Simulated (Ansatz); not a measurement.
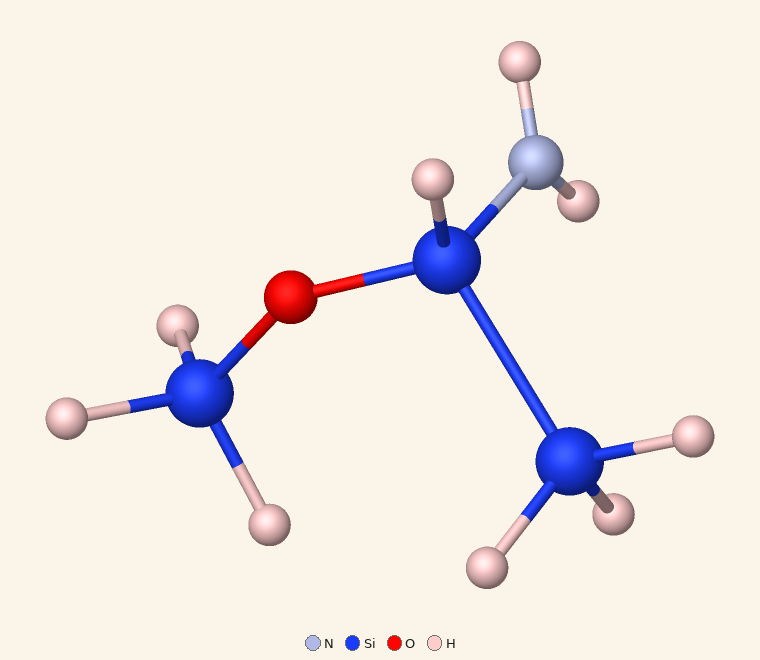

Figure made from data computed with Ansatz.

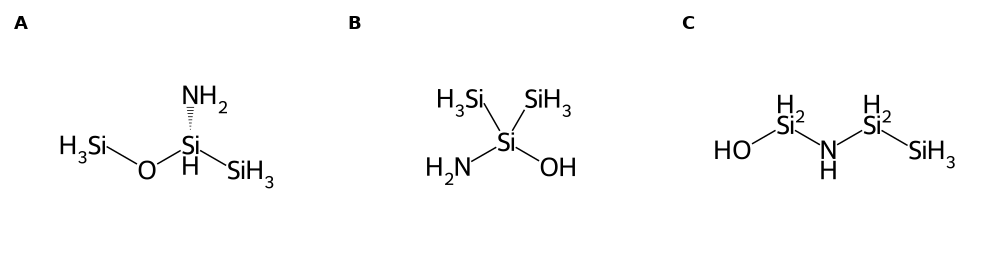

### The first picture shows one of the molecules drawn in the second. Which?

A, `N[Si@H]([SiH3])O[SiH3]`.
